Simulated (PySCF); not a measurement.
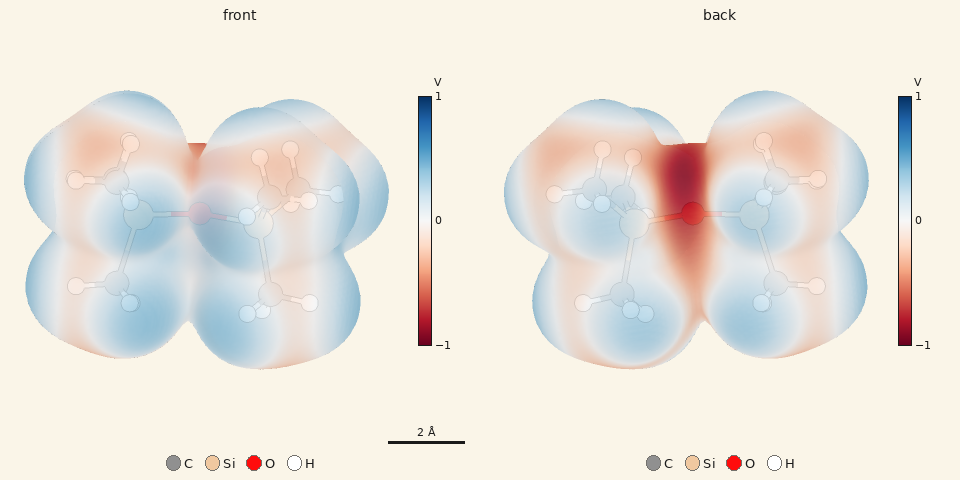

C$_{6}$H$_{18}$OSi$_{2}$ (hexamethyldisiloxane). The molecular electrostatic potential painted on the density surface at 0.001 e/bohr³, seen from the front and from behind; red is negative and blue positive.

Geometry: GFN2-xTB.

All numbers below come from PySCF, KT3/6-31G*, SCF density, gas phase, non-relativistic.

```xyz
27

C     2.5828    0.6741   -1.4355
Si    1.5837    0.2634    0.1317
C     2.1957   -1.3511    0.9371
C     1.6345    1.6990    1.3833
O     0.0415    0.0495   -0.3596
Si   -1.5635   -0.2395   -0.2917
C    -1.8470   -1.9483    0.5011
C    -2.1895   -0.1983   -2.0889
C    -2.3847    1.1240    0.7548
H     3.6315    0.8334   -1.2058
H     2.5227   -0.1310   -2.1613
H     2.2098    1.5734   -1.9157
H     3.2356   -1.2798    1.2399
H     2.1100   -2.1863    0.2486
H     1.6122   -1.5964    1.8194
H     1.0635    1.4633    2.2764
H     2.6496    1.9262    1.6931
H     1.2106    2.6028    0.9562
H    -2.8990   -2.2151    0.5109
H    -1.4932   -1.9690    1.5276
H    -1.3157   -2.7241   -0.0416
H    -1.9996    0.7659   -2.5502
H    -1.6976   -0.9521   -2.6957
H    -3.2581   -0.3820   -2.1371
H    -2.1778    2.1082    0.3454
H    -3.4627    1.0039    0.7940
H    -2.0150    1.1125    1.7758
```

Q: Describe the electrostatic potential map.

A: The most negative region (about −0.8 V) lies over O5, the most positive (about +0.4 V) over the H and Si atoms.
